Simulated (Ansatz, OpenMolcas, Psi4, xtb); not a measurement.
## Ligand exchange: HBr + CH2F2 → H2 + CHBrF2

Species: HBr (hydrogen bromide), singlet; CH2F2 (difluoromethane) `FCF`, singlet; H2 (hydrogen), singlet; CHBrF2 (bromodifluoromethane) `FC(F)Br`, singlet. The partners trade Br for H: H–Br and C–H bonds give way to H–H and C–Br.

Shapes, held fixed at every level: PBE0-D4/def2-TZVP. Programs: Ansatz 0.2.0, OpenMolcas 26.06, Psi4 1.11, xtb 6.7.1. A level may come from different programs for different species; with the same settings they agree closely. The zero-point and thermal change to 298 K, harmonic and unscaled (PBE0-D4/def2-TZVP), is -13.6 kJ/mol.

```json
{"level": "GFN2-xTB", "kind": "semi-empirical", "ΔH(298 K) (kJ/mol)": "+90.5", "less CCSD(T)/def2-TZVPP": "+24.5"}
{"level": "HF/def2-SVP", "kind": "Hartree–Fock", "ΔH(298 K) (kJ/mol)": "+104.0", "less CCSD(T)/def2-TZVPP": "+38.0"}
{"level": "PBE-D4/def2-TZVPP", "kind": "GGA", "ΔH(298 K) (kJ/mol)": "+48.6", "less CCSD(T)/def2-TZVPP": "-17.4"}
{"level": "B3LYP/6-31G* (Cartesian functions)", "kind": "global hybrid", "ΔH(298 K) (kJ/mol)": "+47.8", "less CCSD(T)/def2-TZVPP": "-18.2"}
{"level": "wB97M-V/def2-TZVPP", "kind": "range-separated hybrid", "ΔH(298 K) (kJ/mol)": "+60.1", "less CCSD(T)/def2-TZVPP": "-5.9"}
{"level": "wB97X-V/def2-TZVPP", "kind": "range-separated hybrid", "ΔH(298 K) (kJ/mol)": "+61.6", "less CCSD(T)/def2-TZVPP": "-4.4"}
{"level": "CCSD(T)/def2-SVP", "kind": "coupled cluster or CI", "ΔH(298 K) (kJ/mol)": "+78.0", "less CCSD(T)/def2-TZVPP": "+12.0"}
{"level": "CCSD(T)/def2-TZVPP", "kind": "coupled cluster or CI", "ΔH(298 K) (kJ/mol)": "+66.0", "less CCSD(T)/def2-TZVPP": "0.0"}
```

The highest level, CCSD(T)/def2-TZVPP, gives ΔH(298 K) = +66.0 kJ/mol; the levels span +47.8 to +104.0. The column of differences is taken from that level and isn't an error. No measured value is set beside it here. Relativity is left out for Br. Outer-core shells of Br are correlated in most correlated rows, in sets that cover them unevenly.

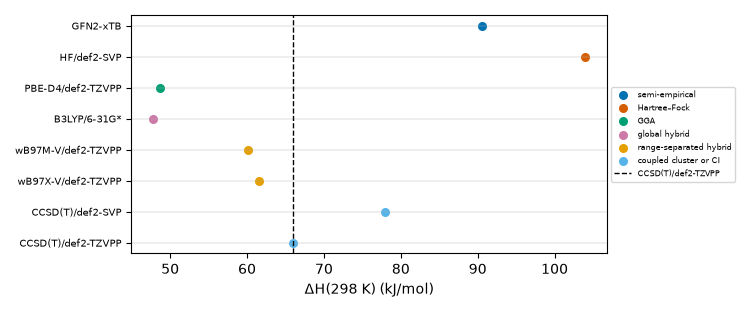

The values of the table, level by level.
